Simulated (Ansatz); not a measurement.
# C2H6AlCl (dimethylaluminum chloride): HF/3-21G

Aim: the electronic atomisation energy of C2H6AlCl (dimethylaluminum chloride) at HF/3-21G, from 5 runs. 

The calculation is run with Ansatz 0.2.0.

56 further runs of the same task are left out: 56 set aside as unsound or not needed.

## (1) The structure to begin with

C2H6AlCl: 10 atoms, total charge 0, spin state singlet. SMILES: `[CH3][Al]([CH3])[Cl]`. The coordinates come from a PBE0-D4/def2-TZVP relaxation.

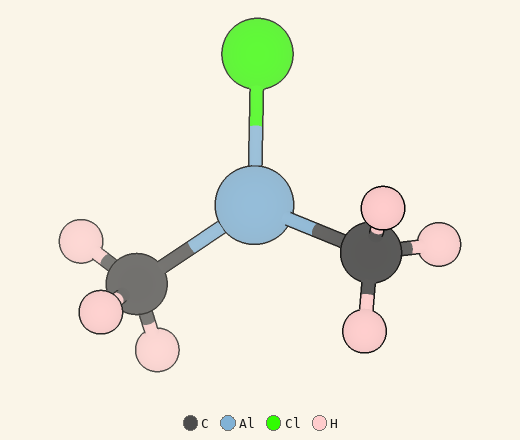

Viewed from a chosen angle; carbon dark grey, aluminium light blue, chlorine green, hydrogen pink.

## (2) The energy at HF/3-21G

Contents of in.yaml:

```yaml
crystal:
  periodic: [false, false, false]
  atoms:
    - symbol: C
      position_ang: [-0.517700, 1.358200, -0.989200]
    - symbol: Al
      position_ang: [-0.252300, -0.446600, -0.322400]
    - symbol: C
      position_ang: [0.742200, -0.932200, 1.273500]
    - symbol: Cl
      position_ang: [-1.112300, -2.038200, -1.415400]
    - symbol: H
      position_ang: [-1.121400, 1.383800, -1.898300]
    - symbol: H
      position_ang: [-1.010200, 1.981400, -0.235400]
    - symbol: H
      position_ang: [0.443800, 1.835600, -1.206000]
    - symbol: H
      position_ang: [0.102400, -1.471200, 1.979300]
    - symbol: H
      position_ang: [1.158700, -0.063300, 1.788800]
    - symbol: H
      position_ang: [1.566900, -1.607500, 1.025200]
basis:
  gaussian: {orbitals: 3-21G.json}
hamiltonian: {xc: hf}
accuracy: high
output: {orbitals: {seedname: orbitals}}
```

The basis set 3-21G is read from a file made from the Basis Set Exchange's data (not shown).

Launch:

```console
$ ansatz run in.yaml --threads 1 --pin off --max-ram 3480MiB --events-out events.jsonl --progress --plain --runs-dir runs
```

The program printed:

```text
Warning: RAYON_NUM_THREADS=1 ignored (pool sized by the plan → 1); use --threads N
Functional definition: HF
  name "HF"
  exchange = exact_x
  correlation = 0
1311 factors; integrals over basis functions are off by at most 9.2e-9 eV
mean field evaluation 1: about -21135.4653 eV, gradient 2.6e1 eV
mean field evaluation 2: about -21135.6093 eV, gradient 2.6e1 eV
mean field evaluation 4: about -21137.3300 eV, gradient 1.7e0 eV
mean field evaluation 8: about -21137.3450 eV, gradient 8.4e-2 eV
mean field evaluation 16: about -21137.3450 eV, gradient 2.5e-8 eV
mean field -21137.34500262 eV, -776.7831014392 hartree, gradient 2.5e-8 eV, S^2 0.000000; 0 other end points of the search recorded, 0 dependent functions left out
reference -21137.34500262 eV, -776.7831014392 hartree; 24, 24 occupied and 32, 32 virtual orbitals, 1311 factors
Total energy: -21137.34500262 eV, -776.7831014392 hartree
```

Run time: 0.93 s. Hardware: 1 thread of Arm Neoverse V1, shared host; peak memory 0.13 GiB.

## (3) The Al atom, same level

Contents of run.yaml:

```yaml
crystal:
  periodic: [false, false, false]
  atoms:
    - symbol: Al
      position_ang: [0.000000, 0.000000, 0.000000]
basis:
  gaussian: {orbitals: 3-21G.json}
total_charge: 0
magnetization: {spin_polarized: true, initial_magnetization: 1}
hamiltonian: {xc: hf}
accuracy: high
```

The basis set 3-21G is read from a file made from the Basis Set Exchange's data (not shown).

Run the same way, it converges to -240.55105 Eh (log not shown).

## (4) The C atom

Contents of input.yaml:

```yaml
crystal:
  periodic: [false, false, false]
  atoms:
    - {symbol: C, position_ang: [0.000000, 0.000000, 0.000000]}
basis:
  gaussian:
    orbitals: 3-21G.json
magnetization:
  spin_polarized: true
  initial_magnetization: 2
hamiltonian:
  xc: hf
accuracy: high
```

The basis set 3-21G is read from a file made from the Basis Set Exchange's data (not shown).

Launch:

```console
$ ansatz run input.yaml --threads 1 --pin off --max-ram 3480MiB --events-out events.jsonl --progress --plain --runs-dir runs
```

The program printed:

```text
Warning: RAYON_NUM_THREADS=1 ignored (pool sized by the plan → 1); use --threads N
[... 4 set-up lines as earlier in the session ...]
42 factors; integrals over basis functions are off by at most 9.6e-9 eV
mean field evaluation 1: about -1019.7341 eV, gradient 4.9e0 eV
mean field evaluation 2: about -1019.7347 eV, gradient 4.9e0 eV
mean field evaluation 4: about -1019.9117 eV, gradient 1.9e-1 eV
mean field evaluation 8: about -1019.9119 eV, gradient 6.4e-5 eV
mean field evaluation 16: about -1019.9118 eV, gradient 6.1e-2 eV
mean field evaluation 32: about -1019.9119 eV, gradient 2.8e-8 eV
mean field -1019.91186813 eV, -37.4810698326 hartree, gradient 2.8e-8 eV, S^2 2.000971; 2 other end points of the search recorded, 0 dependent functions left out
reference -1019.91186813 eV, -37.4810698326 hartree; 4, 2 occupied and 5, 7 virtual orbitals, 42 factors
Total energy: -1019.91186813 eV, -37.4810698326 hartree
```

It took 0.04 s on 1 thread of Arm Neoverse V1, shared host.

## (5) The Cl atom at the same level

Contents of input.yaml:

```yaml
crystal:
  periodic: [false, false, false]
  atoms:
    - {symbol: Cl, position_ang: [0.000000, 0.000000, 0.000000]}
basis:
  gaussian:
    orbitals: 3-21G.json
magnetization:
  spin_polarized: true
  initial_magnetization: 1
hamiltonian:
  xc: hf
accuracy: high
```

The basis set 3-21G is read from a file made from the Basis Set Exchange's data (not shown).

Run the same way, it converges to -457.27655 Eh (log not shown).

## (6) The H atom, same level

Contents of in.yaml:

```yaml
crystal:
  periodic: [false, false, false]
  atoms:
    - symbol: H
      position_ang: [0.000000, 0.000000, 0.000000]
basis:
  gaussian: {orbitals: 3-21G.json}
magnetization: {spin_polarized: true, initial_magnetization: 1}
hamiltonian: {xc: hf}
accuracy: high
```

The basis set 3-21G is read from a file made from the Basis Set Exchange's data (not shown).

Launch:

```console
$ ansatz run in.yaml --threads 1 --pin off --max-ram 3480MiB --events-out events.jsonl --progress --plain --runs-dir runs
```

The program printed:

```text
Warning: RAYON_NUM_THREADS=1 ignored (pool sized by the plan → 1); use --threads N
[... 4 set-up lines as earlier in the session ...]
3 factors; integrals over basis functions are off by at most 1.3e-8 eV
mean field evaluation 1: about -13.4868 eV, gradient 1.3e0 eV
mean field evaluation 2: about -13.4868 eV, gradient 1.3e0 eV
mean field evaluation 4: about -13.5023 eV, gradient 2.1e-5 eV
mean field evaluation 8: about -13.5023 eV, gradient 1.0e-12 eV
mean field -13.50225274 eV, -0.4961986360 hartree, gradient 4.5e-8 eV, S^2 0.750000; 0 other end points of the search recorded, 0 dependent functions left out
reference -13.50225274 eV, -0.4961986360 hartree; 1, 0 occupied and 1, 2 virtual orbitals, 3 factors
Total energy: -13.50225274 eV, -0.4961986360 hartree
```

Run time: 0.04 s. Hardware: 1 thread of Arm Neoverse V1, shared host.

## (7) Summary of results

Level: HF/3-21G.

| quantity | value |
| --- | --- |
| molecule: total energy | -776.78310 Eh |
| molecule: HOMO energy | -11.01 eV |
| molecule: LUMO energy | 1.99 eV |
| molecule: HOMO–LUMO gap | 13.00 eV |
| Al atom: total energy | -240.55105 Eh |
| Al atom: ⟨S²⟩ | 0.750 |
| C atom: total energy | -37.48107 Eh |
| C atom: ⟨S²⟩ | 2.001 |
| Cl atom: total energy | -457.27655 Eh |
| Cl atom: ⟨S²⟩ | 0.750 |
| H atom: total energy | -0.49620 Eh |
| H atom: ⟨S²⟩ | 0.750 |
| electronic atomisation energy | 27.651 eV |

In words: Taking the molecule apart into free atoms costs 27.65 eV (638 kcal/mol), before zero-point energy and without spin-orbit coupling. Hartree–Fock lacks the correlation of the bonding pairs, which as a rule makes this value much too low; in minimal bases other errors can mask that. The basis has no polarisation functions, which makes bonds too weak.
